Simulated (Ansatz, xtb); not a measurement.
Ligand exchange: C3H6 + BH2(SH) → C3H6S + BH3

Species: C3H6 (propene) `C=CC`, singlet; BH2(SH), singlet; C3H6S (allyl mercaptan) `C=CCS`, singlet; BH3 (borane) `B`, singlet. The partners trade H for SH: C–H and B–SH bonds give way to C–SH and B–H.

Shapes, held fixed at every level: PBE0-D4/def2-TZVP. Flexible molecules stand in one conformer, not always the lowest. Programs: Ansatz 0.2.0, xtb 6.7.1. The zero-point and thermal change to 298 K, harmonic and unscaled (PBE0-D4/def2-TZVP), is -7.8 kJ/mol.

| level | kind | ΔH(298 K) (kJ/mol) | less CCSD(T)/CBS estimate |
| --- | --- | --- | --- |
| GFN1-xTB | semi-empirical | +189.2 | +38.3 |
| HF/def2-SVP | Hartree–Fock | +154.2 | +3.3 |
| SPW92/def2-TZVPP | LDA | +172.0 | +21.1 |
| PBE-D4/def2-TZVPP | GGA | +162.2 | +11.3 |
| B3LYP-D4/def2-TZVPP | global hybrid | +153.0 | +2.1 |
| wB97X-V/def2-TZVPP | range-separated hybrid | +150.5 | -0.4 |
| MP2/def2-SVP | perturbation theory | +165.0 | +14.1 |
| CCSD(T)/def2-TZVPP | coupled cluster or CI | +152.5 | +1.6 |
| CCSD(T)/CBS estimate | coupled cluster or CI | +150.9 | 0.0 |

The highest level, CCSD(T)/CBS estimate, gives ΔH(298 K) = +150.9 kJ/mol; the levels span +150.5 to +189.2. The column of differences is taken from that level and isn't an error. No measured value is set beside it here. The CBS estimate extrapolates MP2 from def2-TZVPP and def2-QZVPP and adds CCSD(T) − MP2 in the triple-zeta set, cores frozen.

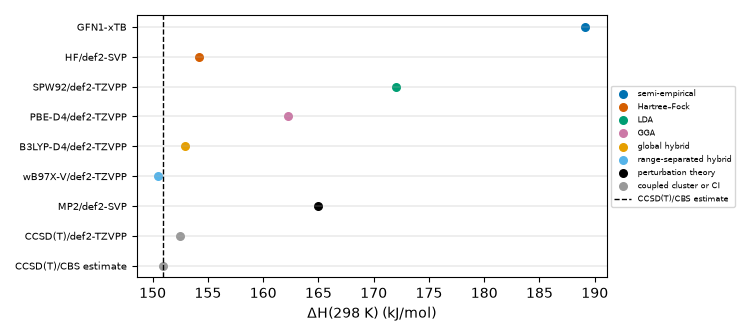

The values of the table, level by level.
